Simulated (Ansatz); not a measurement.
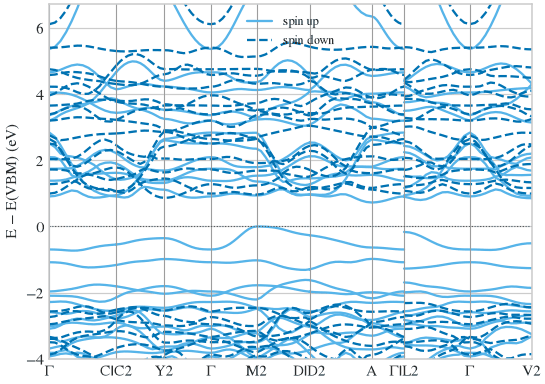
Band structure from the program Ansatz at the r²SCAN level (PAW)

### Question
Read off the gap and where the band edges lie.

### Answer
About 0.7 eV (0.73 eV by a search for the band edges); maximum at M2, minimum at A.

### Question
Pick the material that matches.
A) RhI3, C2/m (Rh on 4g, I on 8j, I on 4i)
B) NaMoO2, C2/m (Na on 2d, Mo on 2a, O on 4i)
C) MnV2O6, C2/m (Pearson symbol mS18)

### Answer
C, MnV2O6, C2/m (Pearson symbol mS18)

The first step of the workflow began from a Materials Project structure, measured or hypothetical; the Crystallography Open Database files this formula in space group No. 12, but the cells were not matched. Whether it is the stable phase at ambient conditions was not checked. The r²SCAN relaxation kept the symmetry of its start; whether a distortion lowers the energy is not shown. Magnetic state: ferromagnetic, chosen from 4 collinear starts compared on coarse meshes (ties went to the first, and starts can fall back to one state), not a proven ground state. Other orbital occupations within this spin state were not tried. No Hubbard U is applied.

Potentials: the later of the program's two PAW sets.
